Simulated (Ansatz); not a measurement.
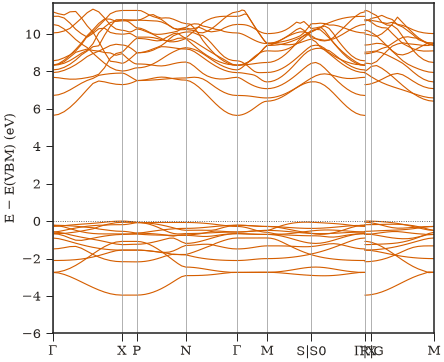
*Band structure from r²SCAN in the plane-wave PAW code Ansatz*

Q: Read off the gap and where the band edges lie.

A: About 5.6 eV (5.65 eV by a search for the band edges); maximum at X, minimum at Γ.

The material is Rb2MgCl4 in space group I4/mmm (No. 139; Rb on 4e, Mg on 2a, Cl on 4e, Cl on 4c).

The workflow started from a Materials Project entry (that database holds measured and hypothetical structures alike); the Crystallography Open Database copy checked does not list it. Whether it is the stable phase at ambient conditions was not checked. The r²SCAN relaxation kept the symmetry of its start; its stability against distortions is not shown here. Spin–orbit coupling is left out wherever it is not named.

Potentials: the later of the program's two PAW sets.
